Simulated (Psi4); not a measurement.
**UHF/cc-pCVTZ (sweep point 4) run of NO2 (SMILES [O]N=O)**

Aim: the vertical electron affinity of NO2 at UHF/cc-pCVTZ (sweep point 4), from 2 runs. 

The results are computed with Psi4 1.11.

## 1. The structure to begin with

NO2: 3 atoms, total charge 0, spin state doublet. As SMILES, `[O]N=O`. The coordinates come from a GFN2-xTB relaxation.

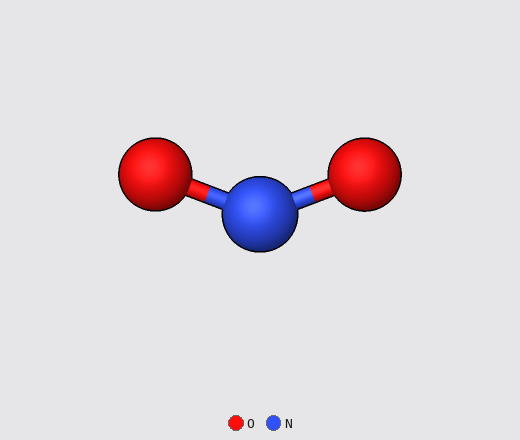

The structure, seen from a chosen angle (oxygen red, nitrogen blue).

## 2. A single-point energy at UHF/cc-pCVTZ (sweep point 4)

job.inp reads:

```
memory 1.6 GB

molecule mol {
  0 2
  O      0.201690    -1.092400    -0.004860
  N     -0.247880    -0.008390    -0.136210
  O      0.046180     1.100790     0.141070
  symmetry c1
}

set reference uhf
set puream true
set scf_type pk
set maxiter 150

energy("scf/cc-pCVTZ")
print_variables()
```

Started as:

```
psi4 -i job.inp -o job.out -n 1
```

job.out:

```text
[...]
  Running in c1 symmetry.
[...]
  Nuclear repulsion =   65.567001235854448
[...]
  Multiplicity = 2
[...]
  Nalpha       = 12
  Nbeta        = 11
[...]
    Number of basis functions: 129
[...]
   @UHF iter   1:  -204.01388054124473   -4.55068e-01   4.07551e-03 ADIIS/DIIS
[...]
   @UHF iter  11:  -204.11389096575954   -9.60430e-08   4.62469e-07 DIIS
[...]
   @S^2 Observed:                7.684207162E-01
[...]
    Orbital Energies [Eh]
    ---------------------
    Alpha Occupied:
       1A    -20.682746     2A    -20.682597     3A    -15.873592
       4A     -1.686896     5A     -1.509859     6A     -0.965700
       7A     -0.841158     8A     -0.806686     9A     -0.771909
      10A     -0.600300    11A     -0.529825    12A     -0.488228
    Alpha Virtual:
      13A      0.087652    14A      0.368060    15A      0.430244
      16A      0.525139    17A      0.563939    18A      0.575601
      19A      0.671489    20A      0.699237    21A      0.775212
      22A      0.793698    23A      0.825040    24A      0.846306
      25A      0.851964    26A      1.088655    27A      1.111776
[...]
  @UHF Final Energy:  -204.11389096575954
   => Energetics <=
    Nuclear Repulsion Energy =             65.5670012358544483
    One-Electron Energy =                -409.4787098194406099
    Two-Electron Energy =                 139.7978176178266381
    Total Energy =                       -204.1138909657595377
  UHF NO Occupations:
  HONO-2 :   10  A 1.9970394
  HONO-1 :   11  A 1.9950317
[...]
 Multipole Moments:
 ------------------------------------------------------------------------------------
     Multipole            Electronic (a.u.)      Nuclear  (a.u.)        Total (a.u.)
 ------------------------------------------------------------------------------------
 L = 1.  Multiply by 2.5417464519 to convert [e a0] to [Debye]
 Dipole X            :         -0.2441528            0.0020984           -0.2420544
 Dipole Y            :         -0.0064111            0.0000625           -0.0063486
 Dipole Z            :          0.0000000            0.0000000            0.0000000
 Magnitude           :                                                    0.2421377
[...]
```

Wall time 9.6 s (1 thread of Intel Xeon Platinum 8488C (Sapphire Rapids), shared host); peak memory 0.75 GiB.

## 3. The singlet anion, same level

job.dat reads:

```
memory 1600 mb

molecule molecule1 {
  -1 1
  O      0.201690    -1.092400    -0.004860
  N     -0.247880    -0.008390    -0.136210
  O      0.046180     1.100790     0.141070
  units angstrom
  symmetry c1
}

set basis cc-pCVTZ
set puream true
set scf_type pk

energy("hf")
```

Started as:

```
psi4 job.dat job.out -n 1
```

job.out:

```text
[...]
  Running in c1 symmetry.
[...]
  Nuclear repulsion =   65.567001235854448
[...]
  Multiplicity = 1
[...]
  Nalpha       = 12
  Nbeta        = 12
[...]
    Number of basis functions: 129
[...]
   @RHF iter   1:  -204.02679629437060   -4.67983e-01   3.81073e-03 ADIIS/DIIS
[...]
   @RHF iter   8:  -204.11169275271718   -1.07038e-07   6.19003e-07 DIIS
[...]
    Orbital Energies [Eh]
    ---------------------
    Doubly Occupied:
       1A    -20.293897     2A    -20.293812     3A    -15.434262
       4A     -1.299412     5A     -1.126833     6A     -0.574723
       7A     -0.440848     8A     -0.439322     9A     -0.403301
      10A     -0.227289    11A     -0.189951    12A     -0.056604
[...]
  @RHF Final Energy:  -204.11169275271718
   => Energetics <=
    Nuclear Repulsion Energy =             65.5670012358544483
    One-Electron Energy =                -417.7969246290473393
    Two-Electron Energy =                 148.1182306404757298
    Total Energy =                       -204.1116927527171754
[...]
 Multipole Moments:
 ------------------------------------------------------------------------------------
     Multipole            Electronic (a.u.)      Nuclear  (a.u.)        Total (a.u.)
 ------------------------------------------------------------------------------------
 L = 1.  Multiply by 2.5417464519 to convert [e a0] to [Debye]
 Dipole X            :          0.0340676            0.0020984            0.0361660
 Dipole Y            :          0.0021136            0.0000625            0.0021761
 Dipole Z            :         -0.0000000            0.0000000           -0.0000000
 Magnitude           :                                                    0.0362314
[...]
```

It took 7.5 s on 1 thread of Intel Xeon Platinum 8488C (Sapphire Rapids), shared host; peak memory 0.75 GiB.

## 4. Results

Level: UHF/cc-pCVTZ (sweep point 4).

| quantity | value |
| --- | --- |
| doublet NO2: total energy | -204.11389 Eh |
| doublet NO2: dipole moment | 0.62 D |
| doublet NO2: HOMO energy (highest over α and β) | -13.29 eV |
| doublet NO2: LUMO energy (lowest over α and β) | 1.54 eV |
| doublet NO2: ⟨S²⟩ | 0.768 |
| singlet anion: total energy | -204.11169 Eh |
| singlet anion: HOMO energy | -1.54 eV |
| singlet anion: LUMO energy | 12.41 eV |
| singlet anion: HOMO–LUMO gap (to an unbound level, set by the basis) | 13.95 eV |
| vertical electron affinity (to the singlet anion) | -0.060 eV |

In words: The anion lies 0.06 eV (1.4 kcal/mol) above the neutral: the electron isn't bound at this level, and such a value depends on the basis. Without diffuse functions anions come out too high. Hartree–Fock misses the correlation that binds many anions.
